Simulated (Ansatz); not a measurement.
# InH₂+ (singlet): one geometry, many settings at a displaced geometry (v2)

What do other methods and options give for InH₂+ (singlet) at this geometry, and how long do they take?

Method: the settings change from run to run; program: Ansatz 0.2.0, Gaussian basis.

16 further runs of the same task are left out: 4 for a known fault of the program, 5 that didn't finish, 7 set aside as unsound or not needed.

## Step 1: What is computed

The geometry is a PBE0/def2-TZVP stationary point (not a proven minimum) with its atoms shifted at random (size 0.100 Å). No spin-orbit coupling is included. Elements past krypton take def2 core potentials.

3 atoms, charge 1, spin multiplicity 1.

Atoms are counted from 1 here; the program's logs count them from 0.

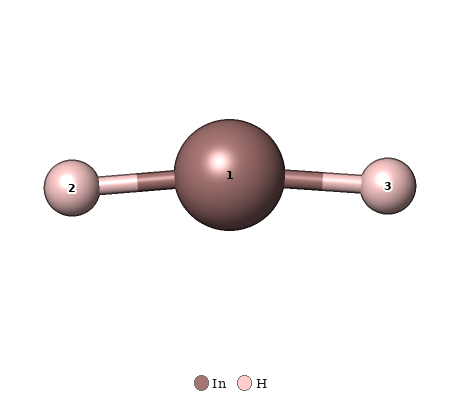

The structure; indium brown, hydrogen pink; atoms are numbered from 1 in the order of the file.

## Step 2: FCI/def2-SVPD

Input file in.yaml:

```yaml
crystal:
  periodic: [false, false, false]
  atoms:
    - {symbol: In, position_ang: [0.084376, 0.005225, -0.005002]}
    - {symbol: H, position_ang: [-0.080498, 0.013599, -1.658809]}
    - {symbol: H, position_ang: [-0.003878, -0.018825, 1.663811]}
basis:
  gaussian: {orbitals: def2-SVPD}
total_charge: 1
correlation: {method: fci, electrons: outside_noble_gas}
```

Command:

```bash
ansatz run in.yaml --threads 1 --pin off --events-out ev --progress --plain --max-ram 2393MiB
```

Output:

```text
Functional definition: HF
  name "HF"
  cite "Fock, Z. Phys. 61, 126 (1930) doi:10.1007/BF01340294"
  parent pbe
  exchange = exact_x
  correlation = 0
988 factors; integrals over basis functions are off by at most 1.5e-7 eV
mean field evaluation 1: about -5172.3300 eV, gradient 6.9e0 eV
mean field evaluation 2: about -5172.3320 eV, gradient 6.9e0 eV
mean field evaluation 4: about -5172.6027 eV, gradient 2.2e-1 eV
mean field evaluation 8: about -5172.6026 eV, gradient 2.7e-4 eV
mean field -5172.60260924 eV, -190.0896397738 hartree, gradient 1.1e-6 eV, S^2 0.000000; 0 other end points of the search recorded, 0 dependent functions left out
9 core orbitals not correlated: weight in the atoms' cores, before any rotation towards them, 0.992 or more for the frozen orbitals, at most 0.005 for the correlated occupied ones
reference -5172.60260924 eV, -190.0896397738 hartree; 2, 2 occupied and 37, 37 virtual orbitals, 988 factors
state -5174.36116319 eV, -190.1542654391 hartree
Total energy: -5174.36116319 eV, -190.1542654391 hartree
```

Run time: 1.4 s. Hardware: 1 thread of Arm Neoverse V2, shared host.

From the report: 282,353 determinants, symmetry A'.

## Step 3: CISD/def2-TZVP

in.yaml: that of step 2 with these lines changed.

```diff
@@ -7,4 +7,5 @@
 basis:
-  gaussian: {orbitals: def2-SVPD}
+  gaussian: {orbitals: def2-TZVP}
 total_charge: 1
-correlation: {method: fci, electrons: outside_noble_gas}
+correlation: {active_space: {ras: {orbitals: [2, 0, 51], electrons: 4, max_holes: 2, max_particles: 2}, fixed_orbitals: true}}
+output: {forces: true}
```

Same command.

Output, cut to the lines that bear on the results:

```text
Functional definition: HF
  name "HF"
  cite "Fock, Z. Phys. 61, 126 (1930) doi:10.1007/BF01340294"
  parent pbe
[...]
591 factors; integrals over basis functions are off by at most 5.4e-4 eV
[...]
mean field -5172.80356242 eV, -190.0970246666 hartree, gradient 6.0e-7 eV, S^2 0.000000; 0 other end points of the search recorded, 0 dependent functions left out
reference -5172.80356242 eV, -190.0970246666 hartree; 11, 11 occupied and 51, 51 virtual orbitals, 591 factors
state -5174.57973002 eV, -190.1622976220 hartree
[...]
Total energy: -5174.57973002 eV, -190.1622976220 hartree
Atom 0 at     0.084376     0.005225    -0.005002 Å, force    -0.281711    -0.019034     0.158871 eV/Å
Atom 1 at    -0.080498     0.013599    -1.658809 Å, force     0.126665     0.012899    -0.459964 eV/Å
Atom 2 at    -0.003878    -0.018825     1.663811 Å, force     0.155046     0.006136     0.301093 eV/Å
Dipole moment:     0.050742     0.003132    -0.002041 e Å
```

Run time: 2.1 s. Hardware: 1 thread of Arm Neoverse V2, shared host; peak memory 0.31 GiB.

From the report: 7,495 determinants.

## Step 4: MP2 on RHF/def2-TZVPP

Input file in.yaml:

```yaml
crystal:
  periodic: [false, false, false]
  atoms:
    - {symbol: In, position_ang: [0.084376, 0.005225, -0.005002]}
    - {symbol: H, position_ang: [-0.080498, 0.013599, -1.658809]}
    - {symbol: H, position_ang: [-0.003878, -0.018825, 1.663811]}
basis:
  gaussian: {orbitals: def2-TZVPP}
total_charge: 1
magnetization: {spin_polarized: false}
correlation: {method: mp2, electrons: outside_noble_gas}
accuracy: high
```

Launched as before.

Output:

```text
Functional definition: HF
  name "HF"
  cite "Fock, Z. Phys. 61, 126 (1930) doi:10.1007/BF01340294"
  parent pbe
  exchange = exact_x
  correlation = 0
1355 factors; integrals over basis functions are off by at most 3.0e-9 eV
mean field evaluation 1: about -5172.5070 eV, gradient 8.7e0 eV
mean field evaluation 2: about -5172.5075 eV, gradient 8.7e0 eV
mean field evaluation 4: about -5172.8089 eV, gradient 7.0e-1 eV
mean field evaluation 8: about -5172.8104 eV, gradient 1.7e-4 eV
mean field -5172.81038659 eV, -190.0972754504 hartree, gradient 5.4e-9 eV, S^2 0.000000; 0 other end points of the search recorded, 0 dependent functions left out
9 core orbitals not correlated: weight in the atoms' cores, before any rotation towards them, 0.991 or more for the frozen orbitals, at most 0.005 for the correlated occupied ones
reference -5172.81038659 eV, -190.0972754504 hartree; 2, 2 occupied and 67, 67 virtual orbitals, 1355 factors
second order -1.50479231 eV of doubles, -0.00000000 eV of singles
Total energy: -5174.31517890 eV, -190.1525755478 hartree
```

It took 1.5 s on 1 thread of Arm Neoverse V2, shared host.

## Step 5: CISD/def2-TZVP

in.yaml: that of step 4 with these lines changed.

```diff
@@ -7,6 +7,5 @@
 basis:
-  gaussian: {orbitals: def2-TZVPP}
+  gaussian: {orbitals: def2-TZVP}
 total_charge: 1
-magnetization: {spin_polarized: false}
-correlation: {method: mp2, electrons: outside_noble_gas}
+correlation: {active_space: {ras: {orbitals: [2, 0, 51], electrons: 4, max_holes: 2, max_particles: 2}, fixed_orbitals: true}}
 accuracy: high
```

Same command.

Output:

```text
Functional definition: HF
  name "HF"
  cite "Fock, Z. Phys. 61, 126 (1930) doi:10.1007/BF01340294"
  parent pbe
  exchange = exact_x
  correlation = 0
1142 factors; integrals over basis functions are off by at most 2.7e-9 eV
mean field evaluation 1: about -5172.5041 eV, gradient 8.4e0 eV
mean field evaluation 2: about -5172.5050 eV, gradient 8.4e0 eV
mean field evaluation 4: about -5172.8023 eV, gradient 6.9e-1 eV
mean field evaluation 8: about -5172.8036 eV, gradient 1.4e-4 eV
mean field -5172.80356853 eV, -190.0970248914 hartree, gradient 2.4e-8 eV, S^2 0.000000; 0 other end points of the search recorded, 0 dependent functions left out
reference -5172.80356853 eV, -190.0970248914 hartree; 11, 11 occupied and 51, 51 virtual orbitals, 1142 factors
state -5174.57973859 eV, -190.1622979371 hartree
Total energy: -5174.57973859 eV, -190.1622979371 hartree
```

It took 1.6 s on 1 thread of Arm Neoverse V2, shared host.

From the report: 7,495 determinants.

## Step 6: CCSD(T) on RHF/def2-TZVPP

Input file in.yaml:

```yaml
crystal:
  periodic: [false, false, false]
  atoms:
    - {symbol: In, position_ang: [0.084376, 0.005225, -0.005002]}
    - {symbol: H, position_ang: [-0.080498, 0.013599, -1.658809]}
    - {symbol: H, position_ang: [-0.003878, -0.018825, 1.663811]}
basis:
  gaussian: {orbitals: def2-TZVPP}
total_charge: 1
magnetization: {spin_polarized: false}
correlation: {method: ccsd_t, electrons: outside_noble_gas}
scf: {omitted_lower_state_checks: [cluster_reference]}
```

The command is unchanged.

Output, cut to the lines that bear on the results:

```text
Functional definition: HF
  name "HF"
  cite "Fock, Z. Phys. 61, 126 (1930) doi:10.1007/BF01340294"
  parent pbe
[...]
639 factors; integrals over basis functions are off by at most 5.7e-4 eV
[...]
mean field -5172.81038600 eV, -190.0972754286 hartree, gradient 9.1e-7 eV, S^2 0.000000; 0 other end points of the search recorded, 0 dependent functions left out
9 core orbitals not correlated: weight in the atoms' cores, before any rotation towards them, 0.991 or more for the frozen orbitals, at most 0.005 for the correlated occupied ones
reference -5172.81038600 eV, -190.0972754286 hartree; 2, 2 occupied and 67, 67 virtual orbitals, 639 factors
second order -1.50478538 eV of doubles, -0.00000000 eV of singles
cycle   1  -1.77808991 eV  change   -2.7e-1 eV  update   4.5e-2
[...]
cycle   8  -1.92220806 eV  change   -4.2e-6 eV  update   4.6e-6
perturbative correction -0.02006403 eV, -0.0007373393 hartree
Total energy: -5174.75265808 eV, -190.1686526112 hartree
Checks for a lower state left out: cluster_reference
```

It took 0.87 s on 1 thread of Arm Neoverse V2, shared host.

From the report: correlation -1.9423 eV; T1 0.010; largest double amplitude 0.09.

## Step 7: MP2 on UHF/def2-mTZVP

Input file in.yaml:

```yaml
crystal:
  periodic: [false, false, false]
  atoms:
    - {symbol: In, position_ang: [0.084376, 0.005225, -0.005002]}
    - {symbol: H, position_ang: [-0.080498, 0.013599, -1.658809]}
    - {symbol: H, position_ang: [-0.003878, -0.018825, 1.663811]}
basis:
  gaussian: {orbitals: def2-mTZVP}
total_charge: 1
magnetization: {spin_polarized: true, initial_magnetization: 0}
correlation: {method: mp2, electrons: outside_noble_gas}
```

Same command.

Output:

```text
Functional definition: HF
  name "HF"
  cite "Fock, Z. Phys. 61, 126 (1930) doi:10.1007/BF01340294"
  parent pbe
  exchange = exact_x
  correlation = 0
509 factors; integrals over basis functions are off by at most 2.0e-4 eV
mean field evaluation 1: about -5172.3121 eV, gradient 5.1e0 eV
mean field evaluation 2: about -5172.3344 eV, gradient 5.1e0 eV
mean field evaluation 4: about -5172.6299 eV, gradient 1.5e-1 eV
mean field evaluation 8: about -5172.6300 eV, gradient 1.3e-6 eV
mean field -5172.63002308 eV, -190.0906472136 hartree, gradient 1.8e-6 eV, S^2 0.000000; 0 other end points of the search recorded, 0 dependent functions left out
9 core orbitals not correlated: weight in the atoms' cores, before any rotation towards them, 0.992 or more for the frozen orbitals, at most 0.005 for the correlated occupied ones
reference -5172.63002308 eV, -190.0906472136 hartree; 2, 2 occupied and 31, 31 virtual orbitals, 509 factors
second order -1.01604989 eV of doubles, -0.00000000 eV of singles
Total energy: -5173.64607297 eV, -190.1279863585 hartree
```

Wall time 0.36 s (1 thread of Arm Neoverse V2, shared host).

From the report: ⟨S²⟩ of the determinant 0.000 (pure singlet: 0.00).

## Step 8: MP2 on RHF/def2-SVPD

in.yaml: that of step 7 with these lines changed.

```diff
@@ -7,5 +7,6 @@
 basis:
-  gaussian: {orbitals: def2-mTZVP}
+  gaussian: {orbitals: def2-SVPD}
 total_charge: 1
-magnetization: {spin_polarized: true, initial_magnetization: 0}
+magnetization: {spin_polarized: false}
 correlation: {method: mp2, electrons: outside_noble_gas}
+output: {forces: true}
```

The command is unchanged.

Output, cut to the lines that bear on the results:

```text
Functional definition: HF
  name "HF"
  cite "Fock, Z. Phys. 61, 126 (1930) doi:10.1007/BF01340294"
  parent pbe
[...]
584 factors; integrals over basis functions are off by at most 3.0e-4 eV
[...]
mean field -5172.60256485 eV, -190.0896381424 hartree, gradient 1.2e-6 eV, S^2 0.000000; 0 other end points of the search recorded, 0 dependent functions left out
9 core orbitals not correlated: weight in the atoms' cores, before any rotation towards them, 0.992 or more for the frozen orbitals, at most 0.005 for the correlated occupied ones
reference -5172.60256485 eV, -190.0896381424 hartree; 2, 2 occupied and 37, 37 virtual orbitals, 584 factors
second order -1.29277978 eV of doubles, -0.00000000 eV of singles
[...]
Total energy: -5173.89534464 eV, -190.1371469232 hartree
Atom 0 at     0.084376     0.005225    -0.005002 Å, force    -0.324481    -0.021630     0.156611 eV/Å
Atom 1 at    -0.080498     0.013599    -1.658809 Å, force     0.150717     0.013156    -0.351093 eV/Å
Atom 2 at    -0.003878    -0.018825     1.663811 Å, force     0.173764     0.008473     0.194482 eV/Å
Dipole moment:     0.055895     0.003450    -0.002284 e Å
```

It took 0.6 s on 1 thread of Arm Neoverse V2, shared host.

## Step 9: CASSCF(4,5)/def2-SVP

Input file in.yaml:

```yaml
crystal:
  periodic: [false, false, false]
  atoms:
    - {symbol: In, position_ang: [0.084376, 0.005225, -0.005002]}
    - {symbol: H, position_ang: [-0.080498, 0.013599, -1.658809]}
    - {symbol: H, position_ang: [-0.003878, -0.018825, 1.663811]}
basis:
  gaussian: {orbitals: def2-SVP}
total_charge: 1
correlation: {active_space: {window: {electrons: 4, orbitals: 5}, states: [{multiplicity: 1, weights: [1, 1]}]}}
```

The command is unchanged.

Output:

```text
Functional definition: HF
  name "HF"
  cite "Fock, Z. Phys. 61, 126 (1930) doi:10.1007/BF01340294"
  parent pbe
  exchange = exact_x
  correlation = 0
769 factors; integrals over basis functions are off by at most 2.4e-7 eV
mean field evaluation 1: about -5172.3242 eV, gradient 6.8e0 eV
mean field evaluation 2: about -5172.3273 eV, gradient 6.8e0 eV
mean field evaluation 4: about -5172.5941 eV, gradient 2.2e-1 eV
mean field evaluation 8: about -5172.5940 eV, gradient 3.3e-4 eV
mean field -5172.59395900 eV, -190.0893218831 hartree, gradient 2.0e-6 eV, S^2 0.000000; 0 other end points of the search recorded, 0 dependent functions left out
reference -5172.59395900 eV, -190.0893218831 hartree; 11, 11 occupied and 25, 25 virtual orbitals, 769 factors
state -5173.51879280 eV, -190.1233088984 hartree
state -5167.56815630 eV, -189.9046270404 hartree
Total energy: -5170.54347455 eV, -190.0139679694 hartree
```

It took 1.2 s on 1 thread of Arm Neoverse V2, shared host.

From the report: 100 determinants; active occupations (of the averaged states) 1.93, 1.47, 0.50, 0.08, 0.02.

## Step 10: HF/def2-TZVPP

Input file in.yaml:

```yaml
crystal:
  periodic: [false, false, false]
  atoms:
    - {symbol: In, position_ang: [0.084376, 0.005225, -0.005002]}
    - {symbol: H, position_ang: [-0.080498, 0.013599, -1.658809]}
    - {symbol: H, position_ang: [-0.003878, -0.018825, 1.663811]}
basis:
  gaussian: {orbitals: def2-TZVPP}
total_charge: 1
magnetization: {spin_polarized: false}
hamiltonian: {xc: hf}
output: {forces: true, orbitals: {seedname: orbitals}}
```

Same command.

Output, cut to the lines that bear on the results:

```text
Functional definition: HF
  name "HF"
  cite "Fock, Z. Phys. 61, 126 (1930) doi:10.1007/BF01340294"
  parent pbe
[...]
662 factors; their error is unknown
[...]
mean field -5172.81016505 eV, -190.0972673090 hartree, gradient 1.3e-5 eV, S^2 0.000000; 0 other end points of the search recorded, 0 dependent functions left out
[...]
reference -5172.81016505 eV, -190.0972673090 hartree; 11, 11 occupied and 67, 67 virtual orbitals, 662 factors
Total energy: -5172.81016505 eV, -190.0972673090 hartree
Atom 0 at     0.084376     0.005225    -0.005002 Å, force    -0.370935    -0.024510     0.159715 eV/Å
Atom 1 at    -0.080498     0.013599    -1.658809 Å, force     0.178742     0.012560    -0.144026 eV/Å
Atom 2 at    -0.003878    -0.018825     1.663811 Å, force     0.192194     0.011950    -0.015689 eV/Å
Dipole moment:     0.058509     0.003611    -0.002376 e Å
```

Wall time 0.39 s (1 thread of Arm Neoverse V2, shared host).

## Step 11: The runs in one table

Where basis and cores are those of an earlier FCI/def2-TZVPP run (-5174.7595 eV), and the state is the same kind, the miss against it is given.

```tsv
level	correlated	functions	energy (eV)	from FCI (meV)	time
FCI/def2-SVPD	outside noble gas	48	-5174.3612		1.4 s
CISD/def2-TZVP	outside noble gas	62	-5174.5797		2.1 s
MP2 on RHF/def2-TZVPP	outside noble gas	78	-5174.3152	444.4	1.5 s
CISD/def2-TZVP	outside noble gas	62	-5174.5797		1.6 s
CCSD(T) on RHF/def2-TZVPP	outside noble gas	78	-5174.7527	6.9	0.87 s
MP2 on UHF/def2-mTZVP	outside noble gas	42	-5173.6461		0.36 s
MP2 on RHF/def2-SVPD	outside noble gas	48	-5173.8953		0.6 s
CASSCF(4,5)/def2-SVP (mean of several states)		36	-5170.5435		1.2 s
HF/def2-TZVPP		78	-5172.8102	1949.4	0.39 s
```

## Step 12: Summary of results

| quantity | value |
| --- | --- |
| runs | 9 |
| quickest | MP2 on UHF/def2-mTZVP, 0.36 s |
| slowest | CISD/def2-TZVP, 2.1 s |

Total energies in different bases, with other cores or another treatment of relativity can't be set against each other. CISD/def2-TZVP took 6 times as long as MP2 on UHF/def2-mTZVP; the jobs differ in more than the method. Among the correlated runs with a miss given, it spans +7 to +444 meV. Hartree-Fock, CASSCF and CASCI lack dynamic correlation by design.
